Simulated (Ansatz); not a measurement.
**Geometry relaxation, with input and output: BSiH₄ClF₂ (part 2 of 2)**

BSiH₄ClF₂; RKS B3LYP-D4/6-31G* (Ansatz 0.2.0). It belongs to a series of runs on one base structure; here: end point B relaxed.

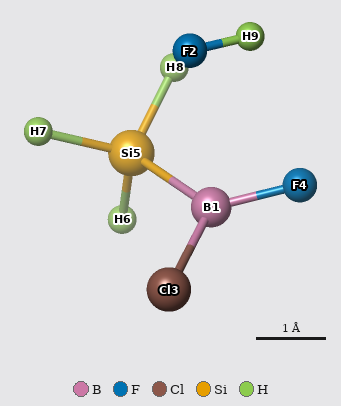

Fig. 1: The geometry at step 11 of the log (ball-and-stick view, seen at an oblique angle; atoms are numbered from 1 in the order of the input).

Trajectory as extended XYZ, continued
```
9
Properties=species:S:1:pos:R:3:forces:R:3 step=6 energy=-26577.70663
B     0.0778   -0.5185   -0.3130    0.0050  -0.0130  -0.0370
F     0.7728    0.2369    2.0237   -0.0675  -0.0281   0.0306
Cl    1.2410    0.3214   -1.3549   -0.0130  -0.0157   0.0172
F    -1.0983    0.0699   -0.1339    0.0299   0.0023   0.0426
Si    0.4379   -2.3616    0.4530   -0.0029   0.0118  -0.0316
H     0.0201   -3.4153   -0.5163    0.0043   0.0064   0.0123
H     1.8732   -2.5525    0.7766    0.0023   0.0090  -0.0016
H    -0.3657   -2.5466    1.6961   -0.0056  -0.0200   0.0046
H    -0.0540    0.0446    2.4261    0.0474   0.0475  -0.0371
9
Properties=species:S:1:pos:R:3:forces:R:3 step=7 energy=-26577.71448
B     0.0790   -0.5296   -0.3042    0.0309   0.0326   0.0533
F     0.7856    0.2231    2.0690    0.2439  -0.0040  -0.0924
Cl    1.2069    0.2836   -1.3986    0.0227   0.0026  -0.0321
F    -1.0595    0.1019   -0.0456   -0.0423   0.0067   0.0239
Si    0.4388   -2.3745    0.4463   -0.0101  -0.0999   0.0022
H     0.0593   -3.4148   -0.5525    0.0069   0.0050  -0.0076
H     1.8701   -2.5562    0.7931    0.0076   0.0260  -0.0089
H    -0.3854   -2.6084    1.6667   -0.0037   0.0205  -0.0046
H    -0.0903    0.1532    2.3833   -0.2559   0.0105   0.0664
9
Properties=species:S:1:pos:R:3:forces:R:3 step=8 energy=-26577.71497
B     0.0797   -0.5291   -0.3020    0.0339   0.0261   0.0497
F     0.7859    0.2216    2.0677    0.2431  -0.0041  -0.0884
Cl    1.2062    0.2833   -1.3985    0.0208   0.0024  -0.0303
F    -1.0579    0.1032   -0.0409   -0.0440   0.0090   0.0238
Si    0.4389   -2.3751    0.4469   -0.0106  -0.0954  -0.0010
H     0.0598   -3.4147   -0.5528    0.0071   0.0059  -0.0065
H     1.8702   -2.5563    0.7937    0.0073   0.0245  -0.0082
H    -0.3859   -2.6092    1.6669   -0.0030   0.0191  -0.0044
H    -0.0923    0.1547    2.3763   -0.2546   0.0125   0.0653
9
Properties=species:S:1:pos:R:3:forces:R:3 step=9 energy=-26577.68086 accepted=F
B     0.0920   -0.5285   -0.2568    0.0529  -0.1067  -0.0473
F     0.8052    0.1429    2.0791   -1.9220   0.3146   0.3302
Cl    1.1832    0.2744   -1.3994   -0.0380   0.0114   0.0359
F    -1.0285    0.1192    0.0583    0.0071   0.0473   0.0240
Si    0.4433   -2.3975    0.4483   -0.0397   0.0348   0.0184
H     0.0748   -3.4194   -0.5750    0.0159   0.0188   0.0175
H     1.8755   -2.5636    0.8004    0.0016  -0.0124  -0.0150
H    -0.3891   -2.6323    1.6622    0.0037  -0.0399  -0.0276
H    -0.1518    0.2832    2.2403    1.9185  -0.2678  -0.3362
9
Properties=species:S:1:pos:R:3:forces:R:3 step=10 energy=-26577.72136
B     0.0897   -0.5300   -0.2759    0.0047  -0.0407   0.0005
F     0.7827    0.2028    2.0668    0.0838  -0.0061  -0.0014
Cl    1.1969    0.2703   -1.4023    0.0021   0.0141   0.0008
F    -1.0373    0.1126    0.0137   -0.0225   0.0286   0.0140
Si    0.4397   -2.3901    0.4461   -0.0108  -0.0247   0.0042
H     0.0679   -3.4179   -0.5682    0.0071   0.0087  -0.0046
H     1.8722   -2.5627    0.7921    0.0098  -0.0011   0.0017
H    -0.3893   -2.6309    1.6611    0.0025  -0.0045  -0.0055
H    -0.1179    0.2242    2.3240   -0.0767   0.0258  -0.0096
9
Properties=species:S:1:pos:R:3:forces:R:3 step=11 energy=-26577.72303
B     0.0879   -0.5364   -0.2606    0.0434  -0.0259   0.0377
F     0.7893    0.1789    2.0731   -0.5200   0.0778   0.1352
Cl    1.1902    0.2685   -1.3899   -0.0362   0.0021   0.0057
F    -1.0261    0.1189    0.0600   -0.0081   0.0176  -0.0185
Si    0.4392   -2.4029    0.4467   -0.0282  -0.0052  -0.0139
H     0.0774   -3.4207   -0.5810    0.0069   0.0001  -0.0011
H     1.8728   -2.5681    0.7928    0.0060  -0.0034   0.0026
H    -0.3926   -2.6559    1.6567    0.0048  -0.0111  -0.0118
H    -0.1336    0.2960    2.2596    0.5314  -0.0522  -0.1358
9
Properties=species:S:1:pos:R:3:forces:R:3 step=12 energy=-26577.72703
B     0.0755   -0.5531   -0.2369   -0.1373   0.1744  -0.0507
F     0.8273    0.1754    2.1098    0.0183  -0.0057  -0.0259
Cl    1.1361    0.2749   -1.3926   -0.0295  -0.0691   0.0642
F    -1.0330    0.1098    0.1143    0.1793  -0.1018   0.0117
Si    0.4292   -2.4275    0.4415    0.0317  -0.1331  -0.1893
H     0.1474   -3.4359   -0.6387    0.0462   0.1699   0.1727
H     1.8456   -2.5620    0.8643    0.0103  -0.0166  -0.0282
H    -0.4493   -2.7212    1.6004   -0.0659  -0.0320   0.0544
H    -0.0742    0.4178    2.1953   -0.0531   0.0139  -0.0089
9
Properties=species:S:1:pos:R:3:forces:R:3 step=13 energy=-26577.73168
B     0.0824   -0.5659   -0.2269    0.0328   0.0022   0.0900
F     0.8058    0.2343    2.1526   -0.0669  -0.0053  -0.0126
Cl    1.1256    0.2444   -1.3978    0.0421   0.0179  -0.0618
F    -0.9940    0.1134    0.1715   -0.0698   0.0340   0.0124
Si    0.4333   -2.4471    0.4337    0.0155  -0.0057   0.0067
H     0.1461   -3.4158   -0.6618   -0.0024  -0.0177   0.0130
H     1.8540   -2.6000    0.8394   -0.0120   0.0065  -0.0115
H    -0.4470   -2.7608    1.5921    0.0008  -0.0101  -0.0112
H    -0.1018    0.4758    2.1546    0.0600  -0.0218  -0.0249
9
Properties=species:S:1:pos:R:3:forces:R:3 step=14 energy=-26577.72792 accepted=F
B     0.1045   -0.5440   -0.1947   -0.0546  -0.2319  -0.1796
F     0.7883    0.2104    2.1633   -0.1710   0.0534  -0.0415
Cl    1.1183    0.2299   -1.4173    0.0634   0.0662   0.0297
F    -0.9891    0.1233    0.1753   -0.0414   0.1293   0.1122
Si    0.4384   -2.4385    0.4413    0.0530   0.0609   0.1464
H     0.1362   -3.3970   -0.6523   -0.0274  -0.0382  -0.0857
H     1.8628   -2.6078    0.8264   -0.0085  -0.0041   0.0155
H    -0.4385   -2.7661    1.6003    0.0305   0.0124  -0.0160
H    -0.1163    0.4679    2.1152    0.1562  -0.0480   0.0189
9
Properties=species:S:1:pos:R:3:forces:R:3 step=15 energy=-26577.73340
B     0.0861   -0.5578   -0.2162    0.0068  -0.0219   0.0191
F     0.8006    0.2164    2.1416   -0.0194  -0.0013  -0.0032
Cl    1.1265    0.2463   -1.3970    0.0208   0.0097  -0.0167
F    -0.9942    0.1211    0.1760   -0.0345   0.0282   0.0135
Si    0.4338   -2.4429    0.4379    0.0096  -0.0148  -0.0032
H     0.1446   -3.4148   -0.6550   -0.0002   0.0051   0.0046
H     1.8554   -2.5965    0.8382   -0.0023   0.0040  -0.0010
H    -0.4449   -2.7636    1.5950    0.0010   0.0012   0.0024
H    -0.1032    0.4701    2.1369    0.0182  -0.0102  -0.0154
9
Properties=species:S:1:pos:R:3:forces:R:3 step=16 energy=-26577.73384
B     0.0852   -0.5567   -0.2099    0.0062  -0.0028   0.0092
F     0.7979    0.2113    2.1453   -0.0139  -0.0016  -0.0075
Cl    1.1298    0.2470   -1.3892   -0.0069  -0.0037   0.0041
F    -0.9940    0.1265    0.1839    0.0063   0.0048   0.0021
Si    0.4335   -2.4435    0.4415    0.0006   0.0108  -0.0124
H     0.1400   -3.4093   -0.6547   -0.0001  -0.0083  -0.0007
H     1.8570   -2.5945    0.8341    0.0026  -0.0010   0.0016
H    -0.4401   -2.7688    1.6008   -0.0009   0.0031   0.0031
H    -0.1046    0.4663    2.1057    0.0061  -0.0013   0.0004
```

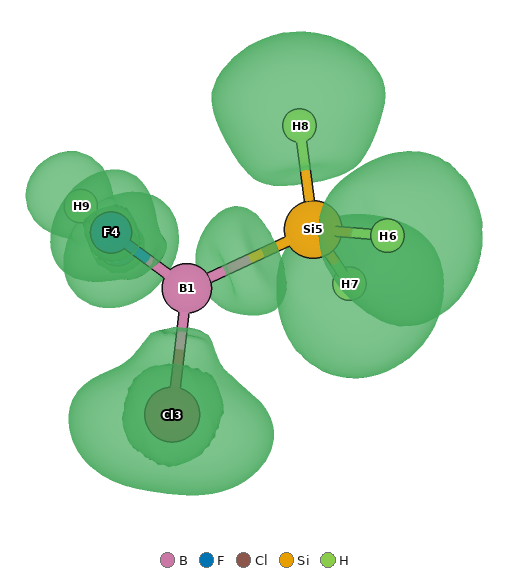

Fig. 2: Isosurface of the ELF at 0.75 (green), seen at an oblique angle. Only the valence region is drawn (cores and ρ < 0.01 e/Å³ removed). Values along the shortest contacts: B1···F2 (2.58 Å): the ELF is only about 0.05 between them.

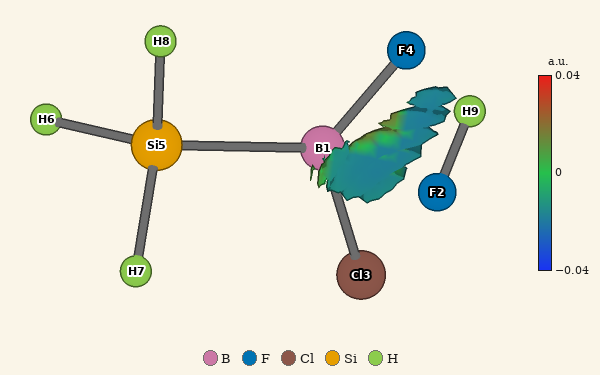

Fig. 3: Non-covalent interaction (NCI) plot: the surface where the reduced density gradient is 0.4, for densities under 0.05 a.u., coloured by sign(λ₂)ρ; seen from the side. H9···F4 (2.1 Å): a hydrogen bond (blue, attractive).

The run was set up as follows.

Input
```yaml
crystal:
  periodic: [false, false, false]
  atoms:
    - { symbol: B, position_ang: [0.076474, -0.495767, -0.346724] }
    - { symbol: F, position_ang: [0.673363, 0.213454, 1.998519] }
    - { symbol: Cl, position_ang: [1.28747, 0.323488, -1.349135] }
    - { symbol: F, position_ang: [-1.120517, 0.067084, -0.267755] }
    - { symbol: Si, position_ang: [0.430753, -2.253278, 0.481855] }
    - { symbol: H, position_ang: [-0.050862, -3.371427, -0.376597] }
    - { symbol: H, position_ang: [1.868678, -2.454291, 0.78596] }
    - { symbol: H, position_ang: [-0.332104, -2.3517, 1.768343] }
    - { symbol: H, position_ang: [0.071344, -0.399264, 2.362935] }
basis:
  gaussian: { orbitals: "6-31G*" }
hamiltonian:
  xc: b3lyp
  dispersion: d4
relax:
  f_tol: 0.03
  max_steps: 50
output:
  orbitals: {}
```

Command:
```bash
ansatz run input.yaml --threads 2 --pin off --max-ram 3072MiB --backend cpu --events-out ev --progress --plain --runs-dir out
```

Results in brief

```csv
quantity,value
outcome,converged
total energy,−26577.7341 eV
mean-field energy,−26577.4343 eV
largest force (length of the vector) at the end,0.016 eV/Å
hardware,"2 threads of Intel Xeon @ 2.50GHz (Skylake/Cascade Lake), 32 GiB of memory available, shared host"
wall time,57 s (CPU time 1.8 min)
peak memory,0.2 GiB
```
